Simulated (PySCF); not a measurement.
# C3H10Si2: NMR shifts at several levels of theory

Aim: compute the NMR shifts of C3H10Si2 (`C1C[SiH2][SiH2]C1`) at several levels, and see how far they spread and what each costs.

The runs use PySCF 2.14.0, with density-fitted response routines of our own; the level of theory stands in each step. All values are computed, except where a source is named. Atoms are numbered from 0 throughout.

## Step 1: Starting geometry

15 atoms, charge 0, multiplicity 1; geometry from: GFN2-xTB. The atoms were then displaced at random by about 0.01 Å, so the start is not that level's minimum.

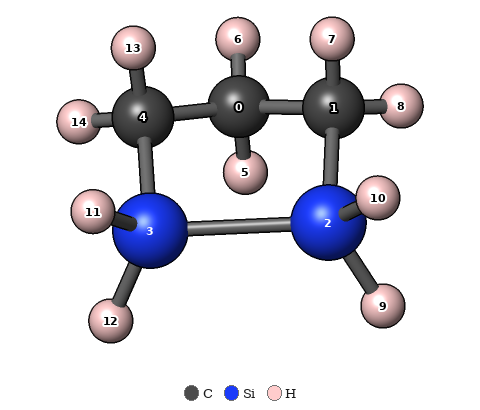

The starting geometry (carbon dark grey, silicon blue, hydrogen pink), atoms numbered.

## Step 2: Geometry optimisation at PBE0-D3(BJ)/def2-SVP

What the job is given:

```
{"job": {"xc": "PBE0", "basis": "def2-SVP", "d3": "d3bj", "grid": 1, "shake": 0.01, "kind": "geom"}, "charge": 0, "multiplicity": 1}
C      0.236850    -1.272690    -0.342520
C     -1.160420    -0.817550     0.171540
Si    -1.367200     1.074140    -0.083680
Si     0.965930     1.454270    -0.002360
C      1.337170    -0.408750     0.245300
H      0.231440    -1.139620    -1.438270
H      0.392970    -2.307530    -0.120900
H     -1.206610    -1.047500     1.232070
H     -1.937350    -1.382210    -0.305960
H     -2.023080     1.333530    -1.344980
H     -2.221980     1.630040     0.979910
H      1.510170     2.245480     1.103000
H      1.540790     1.939100    -1.244480
H      1.396910    -0.616690     1.330690
H      2.289080    -0.701390    -0.186610
```

On the command line:

```bash
$ OMP_NUM_THREADS=1 python probes_run.py task.json out
```

This one command runs all jobs of the session in turn.

Log:

```text
step   0  E = -698.67150698  max force = 0.032448
step   1  E = -698.67726475  max force = 0.006426
step   2  E = -698.67742398  max force = 0.001117
step   3  E = -698.67743498  max force = 0.000223
optimisation converged
```

It took 28 s on 1 thread of Arm Neoverse V1, shared host; peak memory 0.51 GiB.

Relaxation path:

| step | energy from step 0 (eV) | largest force component (eV/Å) |
| --- | --- | --- |
| 0 | 0.0000 | 1.6685 |
| 1 | -0.1567 | 0.3304 |
| 2 | -0.1610 | 0.0574 |
| 3 | -0.1613 | 0.0115 |

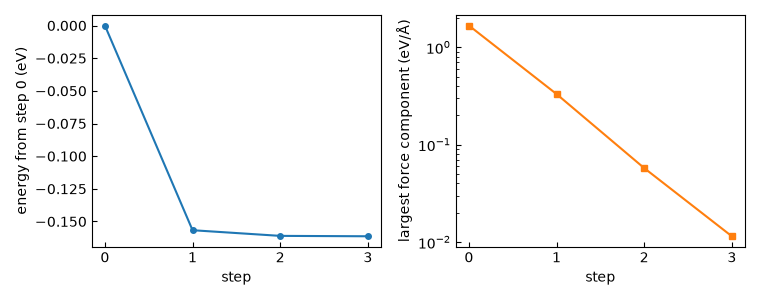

Energy and largest force along the relaxation.

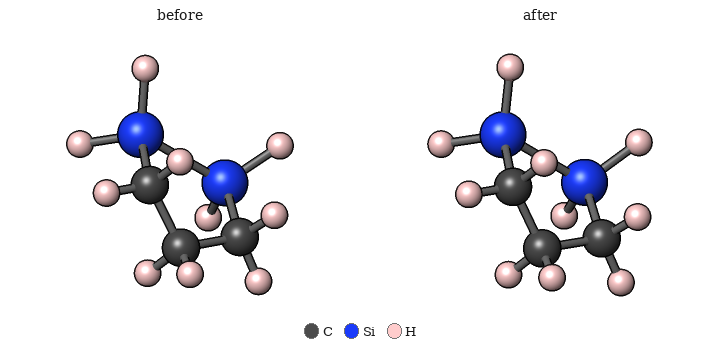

Before and after, at one scale.

Distances of close pairs at the start and the end, largest changes first:

| bond | before (Å) | after (Å) | change (Å) |
| --- | --- | --- | --- |
| Si2–H9 | 1.445 | 1.497 | +0.052 |
| Si3–H12 | 1.452 | 1.497 | +0.045 |
| C0–H6 | 1.070 | 1.103 | +0.034 |
| Si3–H11 | 1.464 | 1.496 | +0.031 |
| C1–H8 | 1.073 | 1.101 | +0.029 |
| Si2–H10 | 1.473 | 1.495 | +0.022 |
| C0–C1 | 1.557 | 1.536 | -0.021 |
| Si2–Si3 | 2.365 | 2.346 | -0.019 |

The end geometry stands in the next job.

| at the end point | value |
| --- | --- |
| point group (found at 0.08 Å tolerance) | Cs |
| rotational constants (GHz, main isotopes) | 3.584, 3.229, 1.878 |
| dipole moment (D) | 1.11 |

## Step 3: Shielding tensors: PBE0/6-31G*

What the job is given:

```
{"job": {"kind": "nmr", "xc": "PBE0", "basis": "6-31G*", "pop": true}, "charge": 0, "multiplicity": 1}
C      0.334018    -1.147565    -0.345552
C     -1.042360    -0.756485     0.213109
Si    -1.295845     1.122365    -0.012456
Si     1.008579     1.562157     0.004080
C      1.459462    -0.278590     0.235608
H      0.323654    -1.043597    -1.446071
H      0.536100    -2.214349    -0.148840
H     -1.081936    -0.975801     1.294796
H     -1.850080    -1.340344    -0.255455
H     -1.949642     1.434642    -1.322522
H     -2.109686     1.737627     1.080779
H      1.523646     2.429161     1.108497
H      1.524602     2.098183    -1.294872
H      1.552510    -0.466732     1.320076
H      2.434945    -0.526851    -0.211483
```

Level: GIAO PBE0/6-31G* NMR shielding, non-relativistic, gas phase.

Log:

```text
coarse grid: 12712 points
cycle   1  E = -698.9112949721  dE =  1.657e-01  |g| = 3.723e-01  |ddm| = 3.208e+00
cycle   2  E = -698.8872188498  dE =  2.408e-02  |g| = 4.707e-01  |ddm| = 8.609e-01
cycle   3  E = -698.9495346310  dE = -6.232e-02  |g| = 2.617e-02  |ddm| = 5.252e-01
cycle   4  E = -698.9497413288  dE = -2.067e-04  |g| = 8.749e-03  |ddm| = 4.671e-02
cycle   5  E = -698.9497621059  dE = -2.078e-05  |g| = 2.647e-03  |ddm| = 1.221e-02
cycle   6  E = -698.9497640732  dE = -1.967e-06  |g| = 3.835e-04  |ddm| = 2.898e-03
final grid: 111200 points
cycle   7  E = -698.8915555233  dE = -1.444e-05  |g| = 6.600e-03  |ddm| = 1.701e-02
cycle   8  E = -698.8915465446  dE =  8.979e-06  |g| = 8.743e-03  |ddm| = 1.525e-02
cycle   9  E = -698.8915676486  dE = -2.110e-05  |g| = 2.890e-04  |ddm| = 8.961e-03
cycle  10  E = -698.8915676739  dE = -2.529e-08  |g| = 7.207e-05  |ddm| = 4.833e-04
cycle  11  E = -698.8915676755  dE = -1.612e-09  |g| = 2.181e-05  |ddm| = 1.256e-04
cycle  12  E = -698.8915676757  dE = -1.708e-10  |g| = 1.727e-06  |ddm| = 3.760e-05
converged SCF energy = -698.8915676757

GIAO shielding tensors (ppm)
atom      isotropic    diamagn.    paramagn.     s11        s22        s33       span
  0 C      168.435     243.472     -75.038    150.424    173.873    181.007     30.583
  1 C      182.762     246.471     -63.709    169.674    177.722    200.890     31.216
  2 Si     456.652     882.241    -425.590    427.803    437.763    504.389     76.586
  3 Si     456.706     882.161    -425.455    428.274    437.718    504.128     75.854
  4 C      182.634     246.297     -63.663    169.551    177.622    200.729     31.178
  5 H       30.729      30.465       0.264     26.202     28.826     37.158     10.956
  6 H       29.623      29.541       0.082     23.405     28.354     37.111     13.706
  7 H       31.526      30.163       1.363     26.633     29.217     38.728     12.094
  8 H       30.632      29.276       1.356     25.189     28.325     38.381     13.192
  9 H       27.997      29.463      -1.465     24.745     25.276     33.971      9.225
 10 H       27.961      29.119      -1.158     24.661     25.395     33.825      9.164
 11 H       27.962      29.043      -1.081     24.663     25.400     33.823      9.160
 12 H       28.001      29.388      -1.387     24.753     25.273     33.976      9.223
 13 H       31.530      30.016       1.514     26.655     29.227     38.709     12.055
 14 H       30.626      29.042       1.584     25.181     28.318     38.378     13.197
```

Wall time 9.8 s (1 thread of Arm Neoverse V1, shared host); peak memory 0.59 GiB.

The references, computed at this level on geometries of the same kind, shield at (ppm): ¹H TMS 31.96, ¹³C TMS 194.1, ²⁹Si TMS 418.1. Their shielding less the atom's gives the shift. The references are single molecules in the gas phase. Atoms listed in one row are averaged.

| atoms | environment | σ (ppm) | δ (ppm) |
| --- | --- | --- | --- |
| C0 | sp3 CH2 in a ring | 168.4 | 25.7 |
| C1, C4 | sp3 CH2 bonded to Si | 182.7 | 11.4 |
| H9, H10, H11, H12 | hydrogen on a silicon bonded to C, Si, in a 5-membered ring | 27.98 | 3.98 |
| H5, H6 | hydrogen on an sp3 CH2 in a ring | 30.18 | 1.79 |
| H7, H8, H13, H14 | hydrogen on an sp3 CH2 bonded to Si | 31.08 | 0.88 |
| Si2, Si3 | silicon bonded to C, Si, 2 H, in a 5-membered ring | 456.7 | -38.6 |

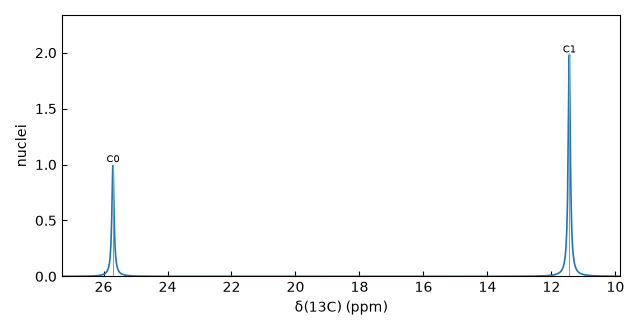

¹³C lines at the computed shifts, without couplings. Lines are broadened to a width of 0.08 ppm (Lorentzian).

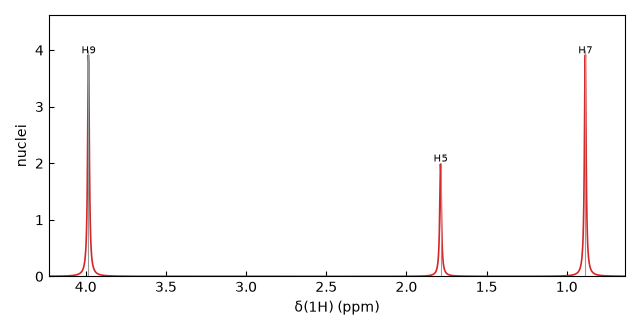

¹H lines at the computed shifts, without couplings. Lines are broadened to a width of 0.01 ppm (Lorentzian).

Charges from the same density, by scheme (e):

| atoms | Mulliken | IAO | Hirshfeld | ESP fit |
| --- | --- | --- | --- | --- |
| C0 | -0.34 | -0.24 | -0.05 | -0.05 |
| C1, C4 | -0.54 | -0.51 | -0.14 | -0.16 |
| Si2, Si3 | 0.26 | 0.41 | 0.20 | 0.15 |

Mulliken charges:

C0 -0.34; C1 -0.54; Si2 0.26; Si3 0.26; C4 -0.54; H5 0.18; H6 0.18; H7 0.19; H8 0.19; H9 -0.05; H10 -0.05; H11 -0.05; H12 -0.05; H13 0.19; H14 0.19

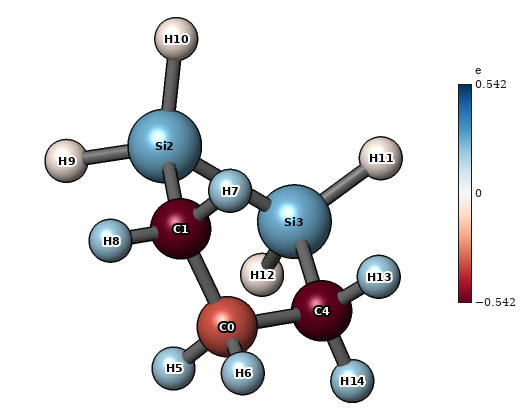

Mulliken charges, as colours on the atoms.

Mayer bond orders: C0–C1 0.99, C1–Si2 0.95, Si2–Si3 0.91, Si3–C4 0.95, C4–C0 0.99.

Ring of atoms C0, C1, Si2, Si3, C4: NICS(0) -4.1, NICS(1) -3.6, NICS(1)zz -1.4 ppm (means of both faces).

## Step 4: NMR shieldings: PBE0/6-311+G(2d,p)

Settings changed since step 3:

```diff
@@ -1,2 +1,2 @@
-{"job": {"kind": "nmr", "xc": "PBE0", "basis": "6-31G*", "pop": true}, "charge": 0, "multiplicity": 1}
+{"job": {"kind": "nmr", "xc": "PBE0", "basis": "6-311+G(2d,p)", "pop": true}, "charge": 0, "multiplicity": 1}
 C      0.334018    -1.147565    -0.345552
```

Level: GIAO PBE0/6-311+G(2d,p) NMR shielding, non-relativistic, gas phase.

Log:

```text
coarse grid: 12712 points
cycle   1  E = -698.9418095549  dE =  1.461e-01  |g| = 3.982e-01  |ddm| = 2.988e+00
cycle   2  E = -698.9136935384  dE =  2.812e-02  |g| = 4.974e-01  |ddm| = 8.185e-01
cycle   3  E = -698.9796745635  dE = -6.598e-02  |g| = 5.110e-02  |ddm| = 5.618e-01
cycle   4  E = -698.9803258352  dE = -6.513e-04  |g| = 1.331e-02  |ddm| = 7.172e-02
cycle   5  E = -698.9803642029  dE = -3.837e-05  |g| = 4.505e-03  |ddm| = 1.720e-02
cycle   6  E = -698.9803696738  dE = -5.471e-06  |g| = 6.952e-04  |ddm| = 4.725e-03
final grid: 111200 points
cycle   7  E = -698.9809400615  dE = -3.773e-05  |g| = 6.359e-03  |ddm| = 5.802e-02
cycle   8  E = -698.9809307437  dE =  9.318e-06  |g| = 8.624e-03  |ddm| = 1.372e-02
cycle   9  E = -698.9809505594  dE = -1.982e-05  |g| = 4.421e-04  |ddm| = 8.387e-03
cycle  10  E = -698.9809506098  dE = -5.040e-08  |g| = 1.313e-04  |ddm| = 6.789e-04
cycle  11  E = -698.9809506144  dE = -4.611e-09  |g| = 3.949e-05  |ddm| = 2.025e-04
cycle  12  E = -698.9809506149  dE = -4.663e-10  |g| = 5.510e-06  |ddm| = 5.671e-05
converged SCF energy = -698.9809506149

GIAO shielding tensors (ppm)
atom      isotropic    diamagn.    paramagn.     s11        s22        s33       span
  0 C      159.304     241.390     -82.086    140.751    165.930    171.232     30.482
  1 C      173.848     242.041     -68.193    160.544    167.744    193.255     32.710
  2 Si     411.496     879.038    -467.542    382.425    388.931    463.132     80.707
  3 Si     411.562     878.943    -467.382    382.945    388.883    462.857     79.912
  4 C      173.710     241.665     -67.956    160.418    167.644    193.066     32.647
  5 H       30.450      30.451      -0.002     25.931     28.563     36.855     10.924
  6 H       29.184      29.330      -0.146     23.204     27.857     36.491     13.287
  7 H       31.061      30.168       0.893     26.296     28.759     38.127     11.831
  8 H       30.076      29.572       0.504     25.059     27.819     37.352     12.293
  9 H       27.502      28.860      -1.358     24.385     24.837     33.283      8.897
 10 H       27.369      28.568      -1.200     24.235     24.811     33.060      8.825
 11 H       27.371      28.519      -1.148     24.238     24.817     33.058      8.821
 12 H       27.506      28.822      -1.316     24.394     24.834     33.291      8.897
 13 H       31.065      29.956       1.108     26.316     28.769     38.109     11.793
 14 H       30.070      29.332       0.739     25.049     27.815     37.348     12.299
```

It took 27 s on 1 thread of Arm Neoverse V1, shared host; peak memory 0.94 GiB.

In short: δ C0 27.1, C1 12.7, Si2 -67.1, H9 4.07, H5 1.69 ppm (means over like atoms).

## Step 5: Nuclear shieldings: PBE0/def2-SVP

Settings changed since step 4:

```diff
@@ -1,2 +1,2 @@
-{"job": {"kind": "nmr", "xc": "PBE0", "basis": "6-311+G(2d,p)", "pop": true}, "charge": 0, "multiplicity": 1}
+{"job": {"kind": "nmr", "xc": "PBE0", "basis": "def2-SVP", "pop": true}, "charge": 0, "multiplicity": 1}
 C      0.334018    -1.147565    -0.345552
```

Method: GIAO PBE0/def2-SVP NMR shielding, non-relativistic, gas phase.

Log:

```text
coarse grid: 12712 points
cycle   1  E = -698.5421988440  dE =  1.302e-01  |g| = 3.385e-01  |ddm| = 3.607e+00
cycle   2  E = -698.5230807783  dE =  1.912e-02  |g| = 4.271e-01  |ddm| = 8.160e-01
cycle   3  E = -698.5744959096  dE = -5.142e-02  |g| = 2.956e-02  |ddm| = 4.817e-01
cycle   4  E = -698.5747460047  dE = -2.501e-04  |g| = 1.061e-02  |ddm| = 5.137e-02
cycle   5  E = -698.5747780659  dE = -3.206e-05  |g| = 2.702e-03  |ddm| = 1.680e-02
cycle   6  E = -698.5747802302  dE = -2.164e-06  |g| = 5.021e-04  |ddm| = 3.509e-03
final grid: 111200 points
cycle   7  E = -698.6644940051  dE = -1.629e-05  |g| = 6.241e-03  |ddm| = 2.393e-02
cycle   8  E = -698.6644850440  dE =  8.961e-06  |g| = 8.417e-03  |ddm| = 1.476e-02
cycle   9  E = -698.6645047702  dE = -1.973e-05  |g| = 2.534e-04  |ddm| = 8.812e-03
cycle  10  E = -698.6645047914  dE = -2.121e-08  |g| = 5.642e-05  |ddm| = 4.975e-04
cycle  11  E = -698.6645047924  dE = -9.499e-10  |g| = 2.179e-05  |ddm| = 1.086e-04
converged SCF energy = -698.6645047924

GIAO shielding tensors (ppm)
atom      isotropic    diamagn.    paramagn.     s11        s22        s33       span
  0 C      168.591     245.215     -76.624    150.551    174.476    180.747     30.196
  1 C      182.607     247.220     -64.612    169.192    177.521    201.109     31.916
  2 Si     472.873     881.453    -408.580    442.264    453.265    523.089     80.825
  3 Si     472.953     881.350    -408.397    442.825    453.114    522.920     80.095
  4 C      182.473     247.129     -64.656    169.066    177.416    200.936     31.870
  5 H       30.551      31.509      -0.958     25.999     28.384     37.269     11.271
  6 H       29.249      29.252      -0.003     23.116     27.633     36.998     13.881
  7 H       31.072      30.997       0.075     26.192     28.605     38.419     12.227
  8 H       30.164      29.599       0.565     24.903     27.701     37.889     12.986
  9 H       27.557      29.267      -1.711     24.257     24.865     33.548      9.292
 10 H       27.449      28.996      -1.547     24.152     24.825     33.369      9.217
 11 H       27.451      28.906      -1.455     24.155     24.830     33.367      9.212
 12 H       27.560      29.176      -1.616     24.263     24.860     33.556      9.293
 13 H       31.077      30.820       0.258     26.214     28.616     38.402     12.187
 14 H       30.159      29.221       0.938     24.895     27.695     37.886     12.991
```

It took 12 s on 1 thread of Arm Neoverse V1, shared host; peak memory 0.69 GiB.

Key values: δ C0 25.1, C1 11.2, Si2 -65.7, H9 3.84, H5 1.44 ppm (means over like atoms).

## Step 6: Shielding tensors: PBE0/def2-TZVP

Settings changed since step 5:

```diff
@@ -1,2 +1,2 @@
-{"job": {"kind": "nmr", "xc": "PBE0", "basis": "def2-SVP", "pop": true}, "charge": 0, "multiplicity": 1}
+{"job": {"kind": "nmr", "xc": "PBE0", "basis": "def2-TZVP", "pop": true}, "charge": 0, "multiplicity": 1}
 C      0.334018    -1.147565    -0.345552
```

Method: GIAO PBE0/def2-TZVP NMR shielding, non-relativistic, gas phase.

Log:

```text
coarse grid: 12712 points
cycle   1  E = -698.9595690772  dE =  1.489e-01  |g| = 3.917e-01  |ddm| = 2.696e+00
cycle   2  E = -698.9300761518  dE =  2.949e-02  |g| = 5.039e-01  |ddm| = 6.707e-01
cycle   3  E = -698.9982772682  dE = -6.820e-02  |g| = 4.423e-02  |ddm| = 4.136e-01
cycle   4  E = -698.9987734377  dE = -4.962e-04  |g| = 1.355e-02  |ddm| = 4.207e-02
cycle   5  E = -698.9988153985  dE = -4.196e-05  |g| = 4.306e-03  |ddm| = 1.280e-02
cycle   6  E = -698.9988203684  dE = -4.970e-06  |g| = 6.840e-04  |ddm| = 3.533e-03
final grid: 111200 points
cycle   7  E = -698.9903129951  dE = -4.176e-05  |g| = 6.696e-03  |ddm| = 4.863e-02
cycle   8  E = -698.9903027979  dE =  1.020e-05  |g| = 9.018e-03  |ddm| = 1.144e-02
cycle   9  E = -698.9903243410  dE = -2.154e-05  |g| = 4.849e-04  |ddm| = 6.622e-03
cycle  10  E = -698.9903244032  dE = -6.222e-08  |g| = 1.433e-04  |ddm| = 5.610e-04
cycle  11  E = -698.9903244089  dE = -5.619e-09  |g| = 3.968e-05  |ddm| = 1.621e-04
cycle  12  E = -698.9903244094  dE = -5.023e-10  |g| = 5.686e-06  |ddm| = 5.179e-05
converged SCF energy = -698.9903244094

GIAO shielding tensors (ppm)
atom      isotropic    diamagn.    paramagn.     s11        s22        s33       span
  0 C      158.896     242.320     -83.424    140.547    165.375    170.767     30.220
  1 C      173.814     242.465     -68.651    160.286    167.688    193.468     33.181
  2 Si     400.795     878.549    -477.754    371.246    377.178    453.960     82.714
  3 Si     400.851     878.471    -477.620    371.701    377.187    453.665     81.963
  4 C      173.673     242.134     -68.461    160.156    167.590    193.274     33.118
  5 H       30.415      30.783      -0.368     25.868     28.580     36.798     10.930
  6 H       29.150      29.085       0.064     23.196     27.899     36.354     13.158
  7 H       31.072      29.940       1.132     26.312     28.786     38.117     11.806
  8 H       30.064      28.979       1.085     25.102     27.804     37.286     12.184
  9 H       27.464      29.220      -1.756     24.403     24.799     33.189      8.785
 10 H       27.311      28.993      -1.682     24.216     24.761     32.956      8.740
 11 H       27.314      28.909      -1.595     24.218     24.769     32.954      8.736
 12 H       27.467      29.137      -1.670     24.411     24.795     33.196      8.786
 13 H       31.076      29.729       1.347     26.332     28.796     38.100     11.768
 14 H       30.058      28.675       1.383     25.092     27.800     37.281     12.189
```

Wall time 31 s (1 thread of Arm Neoverse V1, shared host); peak memory 0.95 GiB.

In short: δ C0 27.8, C1 12.9, Si2 -69.3, H9 4.09, H5 1.70 ppm (means over like atoms).

## Step 7: Shielding tensors: PBE0/cc-pVDZ

Settings changed since step 6:

```diff
@@ -1,2 +1,2 @@
-{"job": {"kind": "nmr", "xc": "PBE0", "basis": "def2-TZVP", "pop": true}, "charge": 0, "multiplicity": 1}
+{"job": {"kind": "nmr", "xc": "PBE0", "basis": "cc-pVDZ", "pop": true}, "charge": 0, "multiplicity": 1}
 C      0.334018    -1.147565    -0.345552
```

Level: GIAO PBE0/cc-pVDZ NMR shielding, non-relativistic, gas phase.

Log:

```text
coarse grid: 12712 points
cycle   1  E = -698.8816427149  dE =  2.070e-01  |g| = 3.510e-01  |ddm| = 6.634e+00
cycle   2  E = -698.8588416051  dE =  2.280e-02  |g| = 4.506e-01  |ddm| = 1.460e+00
cycle   3  E = -698.9160166466  dE = -5.718e-02  |g| = 3.076e-02  |ddm| = 7.806e-01
cycle   4  E = -698.9163029427  dE = -2.863e-04  |g| = 1.090e-02  |ddm| = 6.887e-02
cycle   5  E = -698.9163369434  dE = -3.400e-05  |g| = 2.903e-03  |ddm| = 2.750e-02
cycle   6  E = -698.9163395027  dE = -2.559e-06  |g| = 4.794e-04  |ddm| = 6.559e-03
final grid: 111200 points
cycle   7  E = -698.9312049248  dE = -1.224e-05  |g| = 6.842e-03  |ddm| = 4.468e-02
cycle   8  E = -698.9311935977  dE =  1.133e-05  |g| = 9.329e-03  |ddm| = 2.728e-02
cycle   9  E = -698.9312178414  dE = -2.424e-05  |g| = 3.048e-04  |ddm| = 1.568e-02
cycle  10  E = -698.9312178737  dE = -3.237e-08  |g| = 5.393e-05  |ddm| = 6.411e-04
cycle  11  E = -698.9312178746  dE = -8.223e-10  |g| = 2.422e-05  |ddm| = 1.656e-04
converged SCF energy = -698.9312178746

GIAO shielding tensors (ppm)
atom      isotropic    diamagn.    paramagn.     s11        s22        s33       span
  0 C      168.535     244.276     -75.742    150.052    174.598    180.954     30.903
  1 C      183.548     243.651     -60.103    170.082    177.347    203.214     33.132
  2 Si     475.249     883.717    -408.468    447.522    457.483    520.741     73.219
  3 Si     475.319     883.645    -408.326    448.037    457.338    520.582     72.544
  4 C      183.409     243.466     -60.057    169.957    177.235    203.035     33.078
  5 H       30.311      31.091      -0.779     25.865     28.173     36.896     11.031
  6 H       29.048      28.915       0.134     23.023     27.583     36.539     13.515
  7 H       30.868      30.193       0.675     26.001     28.456     38.146     12.144
  8 H       29.910      28.939       0.971     24.795     27.564     37.370     12.574
  9 H       27.567      29.535      -1.968     24.216     24.755     33.730      9.514
 10 H       27.423      29.218      -1.795     24.063     24.718     33.487      9.423
 11 H       27.426      29.117      -1.691     24.067     24.724     33.486      9.419
 12 H       27.570      29.435      -1.865     24.223     24.750     33.737      9.514
 13 H       30.873      29.996       0.876     26.023     28.466     38.129     12.106
 14 H       29.905      28.549       1.356     24.788     27.559     37.367     12.579
```

Wall time 12 s (1 thread of Arm Neoverse V1, shared host); peak memory 0.71 GiB.

In short: δ C0 28.2, C1 13.3, Si2 -56.7, H9 3.79, H5 1.61 ppm (means over like atoms).

[end of part 1 of 2]
